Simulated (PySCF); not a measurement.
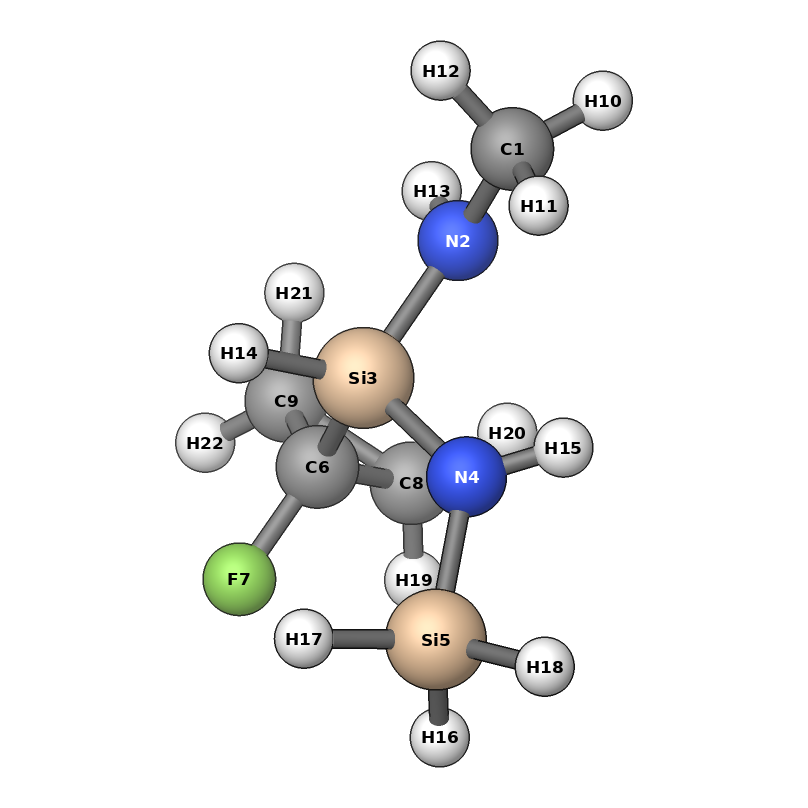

The computed structure is the end point of a GFN2-xTB optimisation. No frequency run is at hand to confirm it as a minimum. Electric field gradients from the ground-state density, PBE0/pcSseg-1 (PySCF 2.14.0), non-relativistic apart from any core potentials.

Give the largest field-gradient component, the quadrupole coupling constant and the asymmetry for 14N at N2 (Q = 20.44 mb), 14N at N4 (Q = 20.44 mb).

| atom | V_zz (a.u.) | e²qQ/h (MHz) | η |
| --- | --- | --- | --- |
| N2 | −1.024 | −4.92 | 0.40 |
| N4 | −0.758 | −3.64 | 0.49 |

The geometry is semi-empirical. Around Si such bond lengths and angles can be off by a tenth of an ångström or more and by several degrees, and values that hang on the shape move with them.
